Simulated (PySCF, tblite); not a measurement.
**CH₁₂NOPSi₃: geometry, infrared bands and NMR shifts**

Wanted: the infrared bands and NMR shifts of CH₁₂NOPSi₃ (`CN[SiH2]P([SiH3])[SiH2]O`), by calculation.

The runs use tblite 0.8.0 and PySCF 2.14.0, with density-fitted response routines of our own; the level of theory stands in each step. All values are computed, except where a source is named. Atoms count from 0, in the outputs and in this text.

## Step 1: The starting structure

19 atoms, charge 0, multiplicity 1; geometry from: force field or distance geometry start.

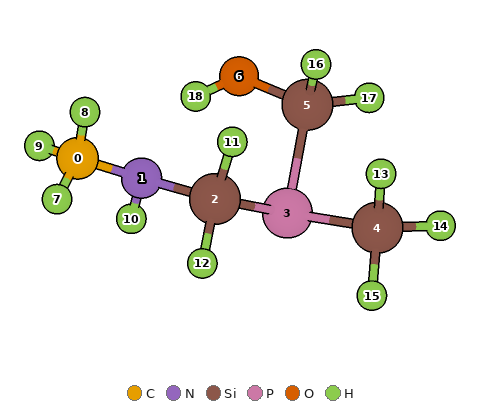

The starting geometry (carbon amber, nitrogen purple, silicon brown, phosphorus pink, oxygen orange, hydrogen green), atoms numbered.

## Step 2: Optimising the geometry with GFN2-xTB

Job settings and geometry (Å):

```
{"job": {"kind": "relax", "xc": "GFN2-xTB", "basis": "xTB"}, "charge": 0, "multiplicity": 1}
C      2.374500     1.600200    -1.240200
N      1.629600     0.787600    -0.293800
Si     0.561500    -0.462800    -0.724500
P     -0.260200    -1.052400     1.183000
Si    -1.719200    -2.469100     0.362900
Si    -1.680600     0.585200     1.391000
O     -0.775500     1.908600     1.828400
H      3.060300     1.006400    -1.839100
H      1.690400     2.138600    -1.906800
H      2.952500     2.350800    -0.697500
H      2.302300     0.370400     0.362900
H     -0.437300     0.083000    -1.679000
H      1.358900    -1.536200    -1.314800
H     -2.477300    -1.866900    -0.766200
H     -2.658200    -2.882700     1.424500
H     -0.992400    -3.655700    -0.134500
H     -2.398400     0.878300     0.140400
H     -2.645500     0.272800     2.468200
H      0.105000     1.953100     1.427700
```

The run is started by

```sh
$ OMP_NUM_THREADS=1 python probes_run.py task.json out
```

One launch serves the whole session: the jobs run in the order shown.

Log:

```text
step      E/eV     max force
  0    -626.62907    1.677
  1    -626.73840    0.587
  2    -626.77100    0.400
  3    -626.78539    0.354
  4    -626.81203    0.409
  5    -626.83265    0.443
  6    -626.85716    0.404
  7    -626.87539    0.352
  8    -626.89004    0.304
  9    -626.89960    0.257
 10    -626.90550    0.163
 11    -626.91014    0.181
 12    -626.91495    0.166
 13    -626.91909    0.177
 14    -626.92198    0.118
 15    -626.92398    0.106
 16    -626.92574    0.106
 17    -626.92759    0.128
 18    -626.92933    0.113
 19    -626.93080    0.109
 20    -626.93224    0.112
 21    -626.93396    0.115
 22    -626.93586    0.120
 23    -626.93754    0.118
 24    -626.93889    0.101
 25    -626.94022    0.116
 26    -626.94188    0.127
 27    -626.94374    0.117
 28    -626.94536    0.101
 29    -626.94666    0.084
 30    -626.94795    0.081
 31    -626.94964    0.102
 32    -626.95156    0.122
 33    -626.95310    0.097
 34    -626.95417    0.067
 35    -626.95514    0.076
 36    -626.95640    0.094
 37    -626.95823    0.118
 38    -626.96050    0.136
 39    -626.96280    0.112
 40    -626.96468    0.118
 41    -626.96627    0.111
 42    -626.96809    0.091
 43    -626.97002    0.103
 44    -626.97147    0.140
 45    -626.97255    0.104
 46    -626.97366    0.067
 47    -626.97488    0.070
 48    -626.97620    0.082
 49    -626.97813    0.099
 50    -626.98011    0.129
 51    -626.98179    0.134
 52    -626.98398    0.111
 53    -626.98648    0.123
 54    -626.98893    0.105
 55    -626.99048    0.080
 56    -626.99131    0.055
 57    -626.99190    0.061
 58    -626.99251    0.062
 59    -626.99317    0.069
 60    -626.99384    0.056
 61    -626.99433    0.056
 62    -626.99500    0.072
 63    -626.99597    0.087
 64    -626.99703    0.088
 65    -626.99791    0.067
 66    -626.99856    0.056
 67    -626.99915    0.060
 68    -626.99978    0.058
 69    -627.00039    0.059
 70    -627.00091    0.059
 71    -627.00135    0.061
 72    -627.00172    0.044
 73    -627.00203    0.041
 74    -627.00231    0.041
 75    -627.00257    0.039
 76    -627.00284    0.044
 77    -627.00316    0.066
 78    -627.00355    0.052
 79    -627.00398    0.047
 80    -627.00448    0.052
 81    -627.00495    0.067
 82    -627.00542    0.074
 83    -627.00586    0.065
 84    -627.00624    0.043
 85    -627.00659    0.047
 86    -627.00698    0.061
 87    -627.00738    0.055
 88    -627.00769    0.032
 89    -627.00787    0.024
 90    -627.00797    0.027
 91    -627.00808    0.029
 92    -627.00826    0.039
 93    -627.00852    0.041
 94    -627.00879    0.036
 95    -627.00896    0.026
 96    -627.00907    0.027
 97    -627.00919    0.033
 98    -627.00933    0.035
 99    -627.00945    0.031
100    -627.00953    0.017
101    -627.00957    0.013
102    -627.00962    0.022
103    -627.00969    0.030
104    -627.00979    0.031
105    -627.00988    0.024
106    -627.00996    0.018
107    -627.01003    0.023
108    -627.01013    0.037
109    -627.01030    0.049
110    -627.01050    0.046
111    -627.01065    0.027
112    -627.01071    0.012
113    -627.01074    0.013
114    -627.01076    0.013
115    -627.01080    0.016
116    -627.01085    0.019
117    -627.01090    0.014
118    -627.01092    0.009
```

It took 2.3 s on 1 thread of Intel Xeon Platinum 8375C at 2.90GHz, shared host.

Relaxation path: (not every step is listed)

```tsv
step	energy from step 0 (eV)	largest force (eV/Å)
0	0.0000	1.6766
1	-0.1093	0.5867
2	-0.1419	0.3995
3	-0.1563	0.3541
4	-0.1830	0.4089
5	-0.2036	0.4435
6	-0.2281	0.4043
7	-0.2463	0.3516
8	-0.2610	0.3043
18	-0.3003	0.1127
28	-0.3163	0.1013
38	-0.3314	0.1358
48	-0.3471	0.0818
58	-0.3634	0.0624
68	-0.3707	0.0581
78	-0.3745	0.0521
88	-0.3786	0.0321
98	-0.3803	0.0354
108	-0.3811	0.0371
113	-0.3817	0.0133
114	-0.3817	0.0126
115	-0.3817	0.0157
116	-0.3818	0.0188
117	-0.3818	0.0142
118	-0.3819	0.0090
```

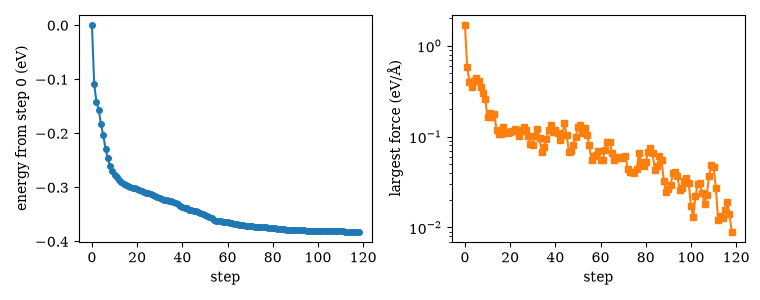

Energy and force, step by step.

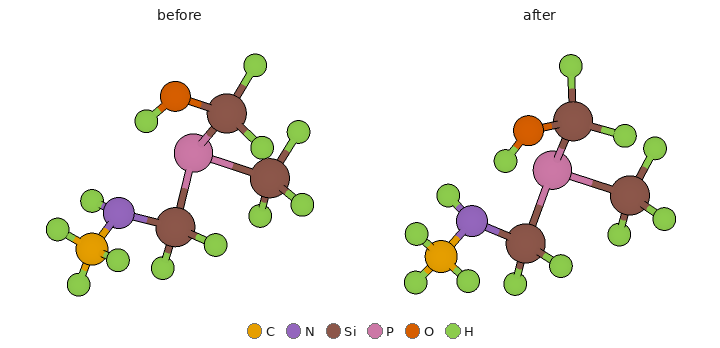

The geometry before (left) and after (right).

Close pairs (by a distance rule), those that changed most:

```tsv
bond	before (Å)	after (Å)	change (Å)
P3–Si5	2.178	2.249	+0.071
Si2–P3	2.159	2.218	+0.059
Si5–O6	1.662	1.615	-0.046
N1–Si2	1.700	1.733	+0.033
Si4–H13	1.487	1.466	-0.022
Si5–H17	1.480	1.458	-0.022
P3–Si4	2.193	2.210	+0.018
Si2–H11	1.485	1.468	-0.017
```

The next job starts from the end point, and lists it.

## Step 3: Harmonic vibrations with GFN2-xTB

Job settings and geometry (Å):

```
{"job": {"kind": "ir", "xc": "GFN2-xTB", "basis": "xTB"}, "charge": 0, "multiplicity": 1}
C      2.402564     1.627564    -1.093544
N      1.554631     0.856484    -0.209790
Si     0.629782    -0.487160    -0.794928
P     -0.380335    -1.181718     1.053953
Si    -1.869861    -2.585118     0.218500
Si    -1.587964     0.653165     1.536954
O     -0.672325     1.954806     1.259579
H      3.316914     1.094997    -1.371026
H      1.846442     1.839397    -2.003339
H      2.679011     2.570114    -0.619011
H      2.010717     0.697622     0.680377
H     -0.219696     0.095852    -1.841037
H      1.381592    -1.607388    -1.377248
H     -2.691392    -2.001989    -0.846062
H     -2.723753    -2.998758     1.328921
H     -1.120859    -3.715961    -0.325042
H     -2.800874     0.727561     0.718184
H     -1.885950     0.615130     2.963534
H      0.121550     1.854649     0.713563
```

Log:

```text
mode    cm-1     km/mol
  1      51.8      0.86
  2      62.9      1.61
  3      75.2      0.04
  4      78.1      0.40
  5      98.5      0.75
  6     118.2      0.29
  7     145.7      1.57
  8     159.2      0.06
  9     181.5      0.81
 10     230.2      2.49
 11     282.8      2.99
 12     417.1      7.53
 13     437.7     46.94
 14     473.8     28.51
 15     483.7     24.34
 16     490.3     37.27
 17     531.8    128.90
 18     538.3     28.05
 19     560.7    135.09
 20     573.3     17.79
 21     605.5     12.79
 22     658.6     12.90
 23     692.0    290.10
 24     713.9    422.37
 25     752.1    510.03
 26     761.6    110.93
 27     780.7     85.84
 28     786.9    117.19
 29     789.5    234.18
 30     809.5    367.61
 31     910.6    470.63
 32     933.7     74.93
 33    1063.5     50.03
 34    1113.3      3.93
 35    1140.9     84.97
 36    1342.9     75.60
 37    1421.7      2.13
 38    1489.5      5.10
 39    1503.4      3.09
 40    2175.6    249.71
 41    2201.0     25.85
 42    2205.6     77.56
 43    2226.9    521.37
 44    2263.4    161.18
 45    2274.9    183.66
 46    2286.3    309.44
 47    2935.0     64.53
 48    2988.1     45.91
 49    3037.8     23.74
 50    3314.1    268.43
 51    3395.8     12.31
```

It took 1.3 s on 1 thread of Intel Xeon Platinum 8375C at 2.90GHz, shared host.

The strongest bands and the atoms that carry them (share of the mass-weighted mode):

```tsv
cm⁻¹	km/mol	atoms
692	290.1	H16 23 %, H11 21 %, H12 20 %, H17 14 %
714	422.4	H11 21 %, H16 21 %, H12 19 %, H17 18 %
752	510.0	H14 37 %, H15 35 %, H13 14 %
810	367.6	H11 40 %, H12 37 %
911	470.6	H18 46 %, O6 35 %, Si5 15 %
2227	521.4	H13 68 %, H16 19 %
2286	309.4	H17 88 %
3314	268.4	H18 94 %
```

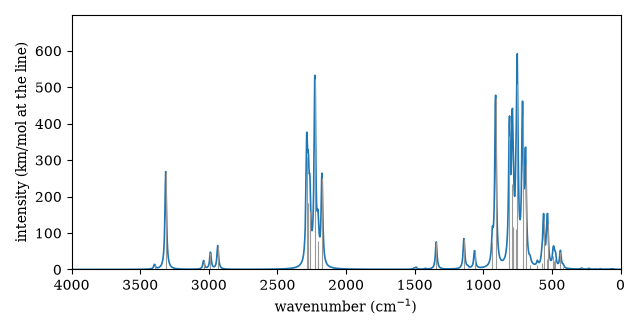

The infrared spectrum from these modes, unscaled. Lines are broadened to a width of 14 cm⁻¹ (Lorentzian).

## Step 4: Nuclear shieldings: PBE0/pcSseg-1

Same as in step 3 but for these lines:

```diff
@@ -1,2 +1,2 @@
-{"job": {"kind": "ir", "xc": "GFN2-xTB", "basis": "xTB"}, "charge": 0, "multiplicity": 1}
+{"job": {"kind": "nmr", "xc": "PBE0", "basis": "pcSseg-1"}, "charge": 0, "multiplicity": 1}
 C      2.402564     1.627564    -1.093544
```

Method: GIAO PBE0/pcSseg-1 NMR shielding, non-relativistic, gas phase.

Log:

```text
coarse grid: 17176 points
cycle   1  E = -1384.2962950787  dE =  5.032e-01  |g| = 7.702e-01  |ddm| = 3.899e+00
cycle   2  E = -1384.1197127205  dE =  1.766e-01  |g| = 1.223e+00  |ddm| = 1.867e+00
cycle   3  E = -1384.4047196171  dE = -2.850e-01  |g| = 9.986e-02  |ddm| = 1.373e+00
cycle   4  E = -1384.4065353548  dE = -1.816e-03  |g| = 4.802e-02  |ddm| = 1.582e-01
cycle   5  E = -1384.4070682335  dE = -5.329e-04  |g| = 1.123e-02  |ddm| = 6.208e-02
cycle   6  E = -1384.4070925544  dE = -2.432e-05  |g| = 4.465e-03  |ddm| = 1.430e-02
cycle   7  E = -1384.4070968110  dE = -4.257e-06  |g| = 6.229e-04  |ddm| = 4.836e-03
final grid: 145576 points
cycle   8  E = -1384.4525552607  dE = -2.646e-05  |g| = 7.723e-03  |ddm| = 2.369e-02
cycle   9  E = -1384.4525437442  dE =  1.152e-05  |g| = 1.087e-02  |ddm| = 1.424e-02
cycle  10  E = -1384.4525671878  dE = -2.344e-05  |g| = 1.034e-03  |ddm| = 8.839e-03
cycle  11  E = -1384.4525673853  dE = -1.974e-07  |g| = 2.178e-04  |ddm| = 8.684e-04
cycle  12  E = -1384.4525673961  dE = -1.081e-08  |g| = 4.493e-05  |ddm| = 2.505e-04
cycle  13  E = -1384.4525673965  dE = -4.466e-10  |g| = 1.771e-05  |ddm| = 7.974e-05
converged SCF energy = -1384.4525673965

GIAO shielding tensors (ppm)
atom      isotropic    diamagn.    paramagn.     s11        s22        s33       span
  0 C      153.864     240.597     -86.733    131.064    141.745    188.782     57.719
  1 N      239.025     327.014     -87.989    205.670    241.790    269.615     63.946
  2 Si     373.198     883.672    -510.474    323.235    351.970    444.389    121.154
  3 P      673.414     974.557    -301.144    589.694    707.819    722.729    133.034
  4 Si     439.378     880.957    -441.579    398.083    449.924    470.128     72.045
  5 Si     368.129     880.652    -512.522    339.270    342.023    423.095     83.825
  6 O      306.166     393.155     -86.988    254.748    303.234    360.517    105.769
  7 H       28.873      26.757       2.116     23.536     26.422     36.662     13.126
  8 H       29.159      28.517       0.642     24.783     27.341     35.354     10.572
  9 H       28.733      27.181       1.552     23.222     26.671     36.306     13.084
 10 H       31.748      36.130      -4.382     22.767     32.540     39.938     17.172
 11 H       26.750      32.613      -5.864     23.769     25.695     30.784      7.015
 12 H       26.532      31.776      -5.244     22.209     25.059     32.327     10.119
 13 H       27.692      29.641      -1.949     23.465     26.092     33.519     10.054
 14 H       27.796      29.323      -1.527     23.836     25.200     34.352     10.515
 15 H       27.713      29.637      -1.923     23.791     25.371     33.978     10.187
 16 H       26.217      30.138      -3.921     22.292     25.347     31.011      8.719
 17 H       26.287      29.668      -3.382     22.281     24.331     32.248      9.967
 18 H       27.090      34.046      -6.956     13.344     22.270     45.657     32.313
```

It took 60 s on 1 thread of Intel Xeon Platinum 8375C at 2.90GHz, shared host; peak memory 0.93 GiB.

Shifts follow as δ = σ(reference) − σ, with reference shieldings (ppm) from runs at the same level and on the same kind of geometry: 1H TMS 31.72, 13C TMS 186.9, 29Si TMS 349.2, 15N NH3 267.7, 17O H2O 336.1, 31P H3PO4 318.4. The references are single molecules in the gas phase, so shifts against H2O, NH3, PH3, H3PO4 or CFCl3 are not on the usual liquid scales and can be off by tens of ppm. Atoms listed in one row are averaged.

```tsv
atoms	environment	σ (ppm)	δ (ppm)	δ scaled to CDCl3
C0	methyl carbon bonded to N	153.9	33.1	30.4
H16, H17	hydrogen on a silicon bonded to O, P	26.25	5.47	–
H11, H12	hydrogen on a silicon bonded to N, P	26.64	5.08	–
H18	hydrogen on an oxygen bonded to Si	27.09	4.63	–
H13, H14, H15	hydrogen on a silicon bonded to P	27.73	3.98	–
H7, H8, H9	hydrogen on a methyl carbon bonded to N	28.92	2.80	2.74
H10	hydrogen on a nitrogen bonded to C, Si	31.75	-0.03	–
N1	nitrogen bonded to C, Si, H	239.0	28.7	–
Si5	silicon bonded to O, P, 2 H	368.1	-19.0	–
Si2	silicon bonded to N, P, 2 H	373.2	-24.0	–
Si4	silicon bonded to P, 3 H	439.4	-90.2	–
P3	phosphorus bonded to 3 Si	673.4	-355.0	–
O6	oxygen bonded to Si, H	306.2	29.9	–
```

The scaled column applies a straight-line fit of computed shieldings to shifts measured in CDCl3 (root-mean-square error 0.16 ppm for H, 1.9 ppm for C).

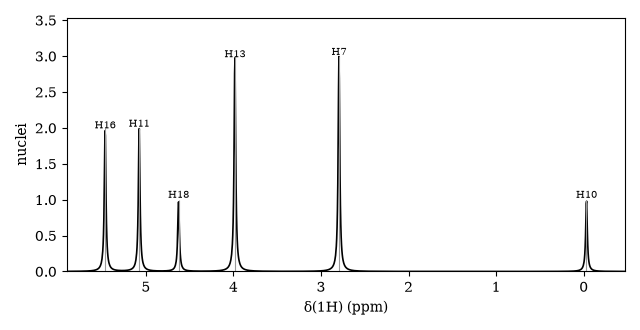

1H lines at the computed shifts, without couplings. Lines are broadened to a width of 0.02 ppm (Lorentzian).

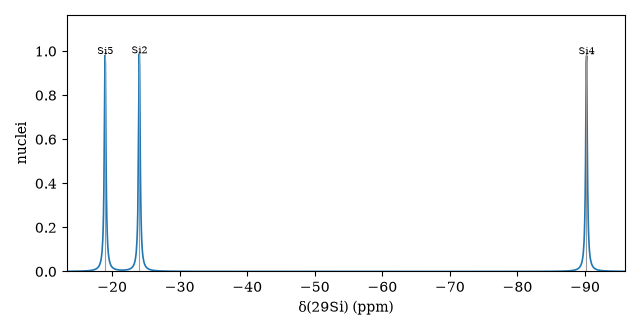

29Si lines at the computed shifts, without couplings. Lines are broadened to a width of 0.28 ppm (Lorentzian).

The run also stored atomic charges by several schemes (e):

```tsv
atoms	Mulliken	IAO	Hirshfeld	ESP fit
C0	-0.09	-0.30	-0.06	-0.31
N1	-0.75	-0.65	-0.21	-0.28
Si2	0.59	0.70	0.31	0.40
P3	-0.66	-0.40	-0.14	-0.56
Si4	0.33	0.43	0.25	0.38
Si5	0.77	0.88	0.34	0.75
O6	-0.56	-0.81	-0.32	-0.67
```

Hirshfeld charges:

C0 -0.06; N1 -0.21; Si2 0.31; P3 -0.14; Si4 0.25; Si5 0.34; O6 -0.32; H7 0.04; H8 0.05; H9 0.05; H10 0.12; H11 -0.08; H12 -0.08; H13 -0.08; H14 -0.07; H15 -0.07; H16 -0.09; H17 -0.08; H18 0.12

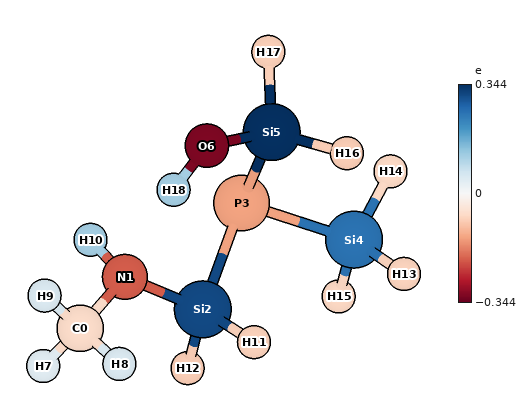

Hirshfeld charges, as colours on the atoms.

Mayer bond orders: C0–N1 0.95, N1–Si2 0.91, Si2–P3 0.94, P3–Si4 0.93, P3–Si5 0.84, Si5–O6 1.06.

Orbitals, density, ELF and potential are computed afterwards from the orbital file.

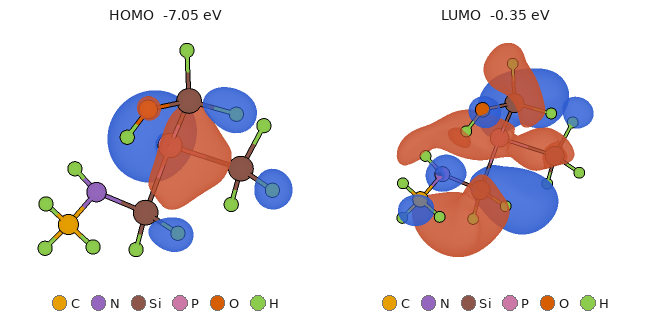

PBE0/pcSseg-1 orbitals near the gap, drawn at the value that encloses 70 % of each; the two colours are the two signs.

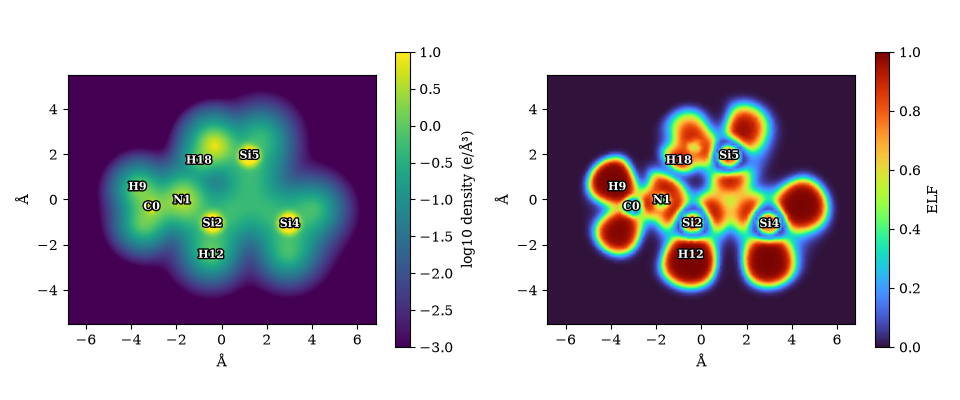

Density (left) and ELF (right) in a plane through or near 8 of the atoms.

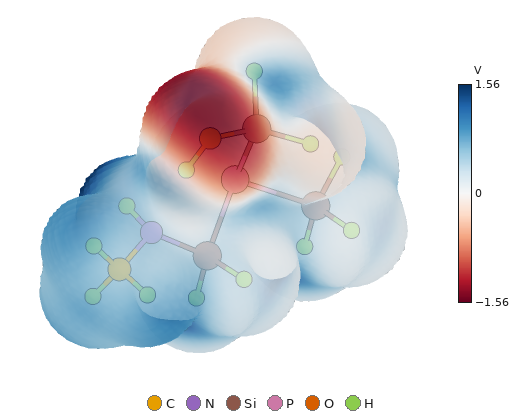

Electrostatic potential on the surface of density 0.002 e/bohr³; red is low, blue high. It runs, from the 1st to the 99th percentile, from -1.48 V near O6 to 1.56 V near H10.

## Step 5: Outcome

| quantity | value |
| --- | --- |
| strongest single infrared mode (GFN2-xTB) | 2227 cm⁻¹, 521 km/mol |
| zero-point energy (GFN2-xTB) | 79.4 kcal/mol |
| 13C shifts against TMS (PBE0/pcSseg-1) | 33.1 ppm |
| 1H shifts against TMS (PBE0/pcSseg-1, means over atoms taken as alike) | 5.47, 5.08, 4.63, 3.98, 2.80, -0.03 ppm |
| 15N shifts against NH3 (PBE0/pcSseg-1) | 28.7 ppm |
| 29Si shifts against TMS (PBE0/pcSseg-1) | -19.0, -24.0, -90.2 ppm |
| 31P shifts against H3PO4 (PBE0/pcSseg-1) | -355.0 ppm |
| 17O shifts against H2O (PBE0/pcSseg-1) | 29.9 ppm |
| surface potential, 1st and 99th percentile | -1.48 V and 1.56 V |

What this shows: The optimisation took 118 steps and gained 0.382 eV; among the close pairs (by a distance rule), P3–Si5 changed most, from 2.178 to 2.249 Å. No mode is imaginary among the 51: a minimum at this level. The strongest single mode, at 2227 cm⁻¹, moves mainly H13. GFN2-xTB is a fitted tight-binding method: band positions and strengths are rough. Its intensities can rank the bands wrongly. At PBE0/pcSseg-1: The widest tensor belongs to P3: span 133 ppm, with a paramagnetic part of -301 ppm. By nearest atom (PBE0/pcSseg-1), the HOMO sits on P3 65 %; H13, H16 about 6 % each and the LUMO on P3 14 %; Si2 14 %.
